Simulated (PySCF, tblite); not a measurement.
**C₆H₁₂Si: geometry, infrared bands and NMR shifts**

Aim: predict the infrared bands and NMR shifts of C₆H₁₂Si (`C1C[C@@H](C2CC2)[SiH2]1`).

Computed with tblite 0.8.0 and PySCF 2.14.0, with density-fitted response routines of our own, on a single molecule in the gas phase. Atoms count from 0, in the outputs and in this text.

### Step 1. Starting geometry

19 atoms, charge 0, multiplicity 1; geometry from: force field or distance geometry start.

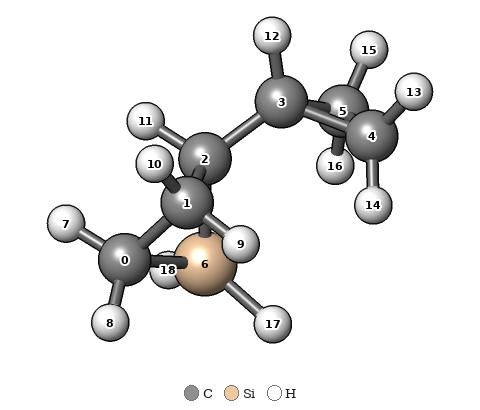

As it starts; carbon grey, silicon light orange, hydrogen white, atoms numbered.

### Step 2. Optimising the geometry with GFN2-xTB

The job: settings as JSON, then the geometry in Å.

```
{"job": {"kind": "relax", "xc": "GFN2-xTB", "basis": "xTB"}, "charge": 0, "multiplicity": 1}
C     -2.259400     0.294700    -0.383700
C     -1.027900     1.093600    -0.748000
C     -0.264800    -0.203400    -0.726500
C      1.221700    -0.154300    -0.715200
C      1.977600     0.495100     0.425300
C      1.993500    -0.991300     0.279300
Si    -1.181200    -0.679800     0.775800
H     -2.602800    -0.346200    -1.232800
H     -3.076900     0.858800     0.105100
H     -0.806600     1.788700     0.104000
H     -1.134900     1.583300    -1.725500
H     -0.604000    -0.831900    -1.606600
H      1.697100    -0.047500    -1.693100
H      2.857200     1.108700     0.080800
H      1.312300     1.003700     1.173200
H      2.938000    -1.413400    -0.116100
H      1.457800    -1.535400     1.081600
H     -0.953500     0.071300     1.996600
H     -1.552900    -2.085600     0.933500
```

Run with:

```
OMP_NUM_THREADS=1 python probes_run.py task.json out
```

This one command runs all jobs of the session in turn.

**Question.** This job is followed by: GFN2-xTB harmonic vibrations, gas phase; GIAO PBE0/pcSseg-1 NMR shielding, non-relativistic, gas phase. What will the session give for the following? strongest single infrared mode (GFN2-xTB); zero-point energy (GFN2-xTB); 13C shifts against TMS (PBE0/pcSseg-1); 1H shifts against TMS (PBE0/pcSseg-1); 29Si shifts against TMS (PBE0/pcSseg-1).

**Answer**, as computed:

| quantity | value |
| --- | --- |
| strongest single infrared mode (GFN2-xTB) | 2251 cm⁻¹, 522 km/mol |
| zero-point energy (GFN2-xTB) | 100.1 kcal/mol |
| 13C shifts against TMS (PBE0/pcSseg-1) | 35.7, 31.1, 15.8, 6.9, 5.0, 3.9 ppm |
| 1H shifts against TMS (PBE0/pcSseg-1) | 4.51, 4.41, 2.83, 2.60, 2.16, 1.39, 1.10, 0.93, 0.51, 0.37, 0.22, -0.28 ppm |
| 29Si shifts against TMS (PBE0/pcSseg-1) | -40.4 ppm |

**Reading.** The optimisation took 65 steps and gained 1.115 eV; among the close pairs (by a distance rule), C2–Si6 changed most, from 1.823 to 1.921 Å. No mode is imaginary among the 51: a minimum at this level. The strongest single mode, at 2251 cm⁻¹, moves mainly H18 and H17. GFN2-xTB is a fitted tight-binding method: band positions and strengths are rough. Its intensities can rank the bands wrongly.
